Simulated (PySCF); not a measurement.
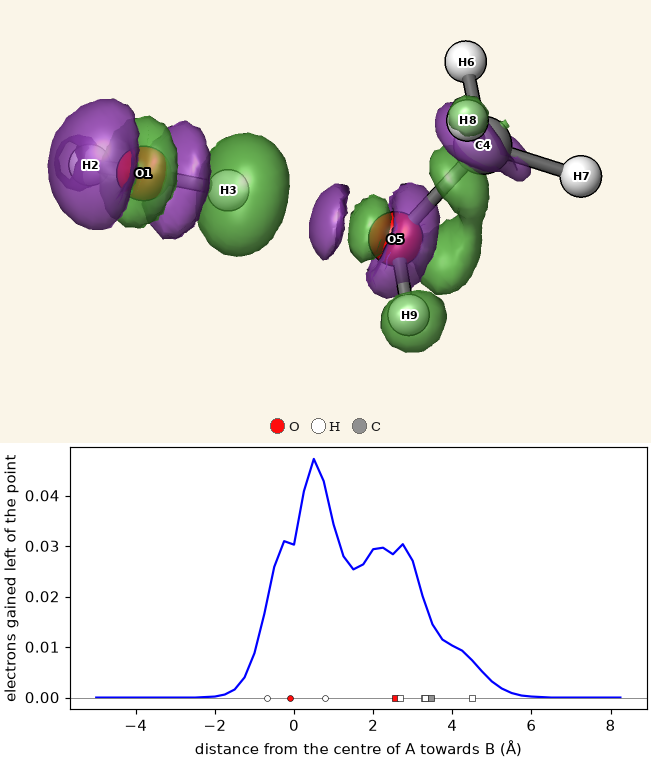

Figure. CH₆O₂, SMILES `O.CO`. Density of the complex less the densities of the two fragments at the same geometry, ±0.008 e/Å³ (purple: gain, green: loss). Fragment A: H2O (atoms 1–3); fragment B: H4CO. Below: the charge-displacement curve along the line of centres (A on the left).

Method: TPSS/6-31G*; geometry: GFN2-xTB; program: PySCF.

Cartesian coordinates (Å):

```
O1       2.0679    0.1923   -0.1106
H2       2.5581   -0.0261    0.6835
H3       1.1508   -0.0701    0.0568
C4      -1.5194    0.4536   -0.0062
O5      -0.6483   -0.6513    0.1142
H6      -1.4076    1.0372    0.9055
H7      -2.5603    0.1311   -0.0981
H8      -1.2552    1.0773   -0.8648
H9      -0.7264   -1.1990   -0.6747
```

Q: Which way does charge flow?

A: Hirshfeld charges show 0.026 e passing from B to A. By Hirshfeld charges, electrons gather most on O1 (−0.031 e) and leave H3 most (+0.016 e); 0.09 e is displaced in all, which induces a dipole of 0.72 D.

Q: What is the interaction energy, and which contacts carry it?

A: The counterpoise-corrected interaction energy of the frozen fragments is −5.3 kcal/mol without dispersion correction and −6.1 kcal/mol with D3(BJ). The pair geometry is semi-empirical, not a minimum at this level. Contacts: H3···O5, hydrogen bond, 1.89 Å, ρ = 0.032 a.u. The pose is a local one from a semi-empirical search, not shown to be the most stable.
